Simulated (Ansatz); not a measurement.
## Frequency calculation, with input and output: C2H8GaN

- system: C2H8GaN, SMILES [CH3][Ga]([CH3])[NH2]
- method: HF/STO-3G, RHF (Ansatz 0.2.0)

The geometry was optimised with HF/STO-3G. Figures and captions count atoms from 1; the log counts them from 0 in places.

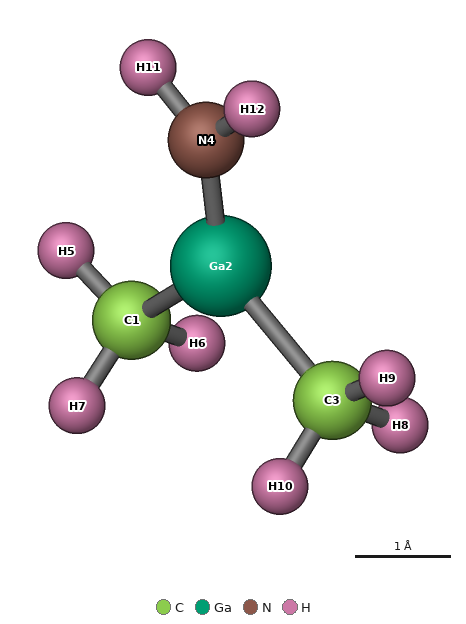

Figure 1. The input geometry (ball-and-stick view, seen at a tilt; atoms are numbered from 1 in the order of the input). Sticks mark near contacts.

### Input
```yaml
crystal:
  periodic: [false, false, false]
  atoms:
    - {symbol: C, position_ang: [-0.411753, 1.638100, -0.323739]}
    - {symbol: Ga, position_ang: [-0.238929, -0.273064, -0.154944]}
    - {symbol: C, position_ang: [1.320567, -0.667049, 0.905109]}
    - {symbol: N, position_ang: [-1.163717, -1.284896, -0.749126]}
    - {symbol: H, position_ang: [-1.263479, 1.955459, -0.911053]}
    - {symbol: H, position_ang: [-0.508232, 2.111549, 0.645299]}
    - {symbol: H, position_ang: [0.465041, 2.073527, -0.786446]}
    - {symbol: H, position_ang: [1.251677, -0.219149, 1.888527]}
    - {symbol: H, position_ang: [1.497651, -1.723864, 1.056353]}
    - {symbol: H, position_ang: [2.217028, -0.263102, 0.451598]}
    - {symbol: H, position_ang: [-1.991669, -1.106271, -1.311223]}
    - {symbol: H, position_ang: [-1.097185, -2.296641, -0.676254]}
basis:
  gaussian:
    orbitals: STO-3G
phonons:
  temperatures: {t_min: 298.15, t_max: 298.15, t_step: 1}
total_charge: 0
hamiltonian:
  xc: hf
```

Run on 1 thread of Intel Xeon (Granite Rapids), 16 GiB of memory available, shared host.

Launched with:
```bash
ansatz run in.yaml --threads 1 --pin off --max-ram 3480MiB --events-out events.jsonl --progress --plain --runs-dir runs
```

### What the program printed
```
Functional definition: HF
  name "HF"
  exchange = exact_x
  correlation = 0
533 factors; integrals over basis functions are off by at most 1.9e-5 eV
mean field evaluation 1: about -55351.8630 eV, gradient 1.7e1 eV
mean field evaluation 2: about -55351.9712 eV, gradient 1.7e1 eV
mean field evaluation 4: about -55352.9384 eV, gradient 1.6e0 eV
mean field evaluation 8: about -55352.9494 eV, gradient 1.1e-2 eV
mean field -55352.94937281 eV, -2034.1833698742 hartree, gradient 1.8e-5 eV, S^2 0.000000; 0 other end points of the search recorded, 0 dependent functions left out
the calculation of the forces begins
reference -55352.94937281 eV, -2034.1833698742 hartree; 29, 29 occupied and 12, 12 virtual orbitals, 533 factors
these checks for a lower state are left out or cut short: stability, starts, cluster_reference, orbital_swaps, neighbouring_geometries, increment
533 factors; integrals over basis functions are off by at most 1.9e-5 eV
mean field evaluation 16: about -55352.9491 eV, gradient 1.9e-6 eV
mean field -55352.94914482 eV, -2034.1833614955 hartree, gradient 1.9e-6 eV, S^2 0.000000; 0 other end points of the search recorded, 0 dependent functions left out
[... from here on the field's lines of each further geometry are left out, up to the last ...]
the calculation of the forces begins
reference -55352.94935875 eV, -2034.1833693572 hartree; 29, 29 occupied and 12, 12 virtual orbitals, 533 factors
these checks for a lower state are left out or cut short: stability, starts, cluster_reference, orbital_swaps, neighbouring_geometries, increment
533 factors; integrals over basis functions are off by at most 1.9e-5 eV
mean field evaluation 512: about -55352.9494 eV, gradient 1.4e-4 eV
mean field -55352.94935967 eV, -2034.1833693912 hartree, gradient 1.9e-6 eV, S^2 0.000000; 0 other end points of the search recorded, 0 dependent functions left out
the calculation of the forces begins
reference -55352.94935967 eV, -2034.1833693912 hartree; 29, 29 occupied and 12, 12 virtual orbitals, 533 factors
Total energy: -55352.94937281 eV, -2034.1833698742 hartree
Atom 0 at    -0.411753     1.638100    -0.323739 Å, force     0.000018    -0.000210    -0.000042 eV/Å
Atom 1 at    -0.238929    -0.273064    -0.154944 Å, force     0.000538     0.000678     0.000563 eV/Å
Atom 2 at     1.320567    -0.667049     0.905109 Å, force    -0.000212     0.000034    -0.000071 eV/Å
Atom 3 at    -1.163717    -1.284896    -0.749126 Å, force    -0.000346    -0.000416    -0.000311 eV/Å
Atom 4 at    -1.263479     1.955459    -0.911053 Å, force    -0.000093     0.000074     0.000056 eV/Å
Atom 5 at    -0.508232     2.111549     0.645299 Å, force     0.000304     0.000046    -0.000189 eV/Å
Atom 6 at     0.465041     2.073527    -0.786446 Å, force    -0.000145     0.000064     0.000048 eV/Å
Atom 7 at     1.251677    -0.219149     1.888527 Å, force     0.000128    -0.000027    -0.000123 eV/Å
Atom 8 at     1.497651    -1.723864     1.056353 Å, force     0.000083    -0.000072    -0.000010 eV/Å
Atom 9 at     2.217028    -0.263102     0.451598 Å, force    -0.000094     0.000076     0.000259 eV/Å
Atom 10 at    -1.991669    -1.106271    -1.311223 Å, force    -0.000043    -0.000200    -0.000007 eV/Å
Atom 11 at    -1.097185    -2.296641    -0.676254 Å, force    -0.000138    -0.000048    -0.000174 eV/Å
Dipole moment:    -0.258111    -0.282372    -0.165815 e Å
Vibrations: 44.93 85.57 96.51 184.27 211.86 525.08 533.67 629.41 883.97 903.50 924.90 964.48 979.11 1019.83 1083.32 1647.06 1655.72 1864.30 1867.05 1870.55 1875.25 2010.94 3550.77 3551.37 3720.74 3721.38 3727.81 3728.59 4025.40 4153.80 cm⁻¹, zero-point energy 3.226140 eV
```

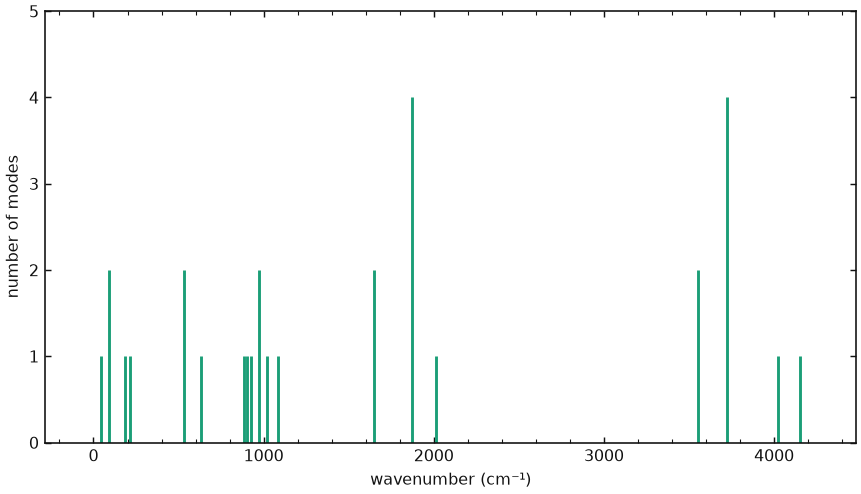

Figure 2. Harmonic vibrational wavenumbers from the force constants; neighbouring modes closer than 19 cm⁻¹ are counted in one stick. 30 modes from 45 to 4154 cm⁻¹, none imaginary.

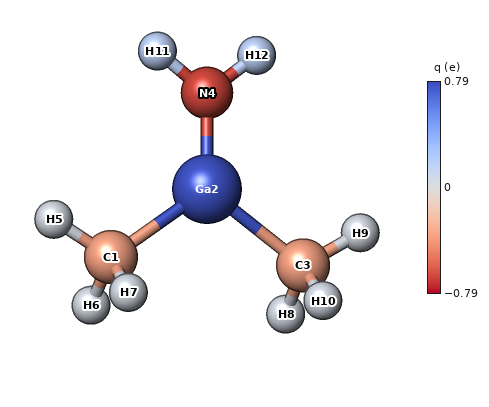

Figure 3. Mulliken charges, as the colour of each atom (ball-and-stick view, seen at a tilt; atoms are numbered from 1 in the order of the input; Mulliken charges depend strongly on the basis). By element: C −0.35, Ga +0.75, N −0.66 and H +0.04 to +0.18 e.

### Results in brief

```tsv
quantity	value
outcome	converged
total energy	−2034.183370 hartree
basis functions	41
largest force	0.001 eV/Å
zero-point energy	0.118558 hartree
dipole moment	2.00 D
wavenumbers, lowest and highest	45 and 4154 cm⁻¹
wall time	40 s
peak memory	0.11 GiB
```
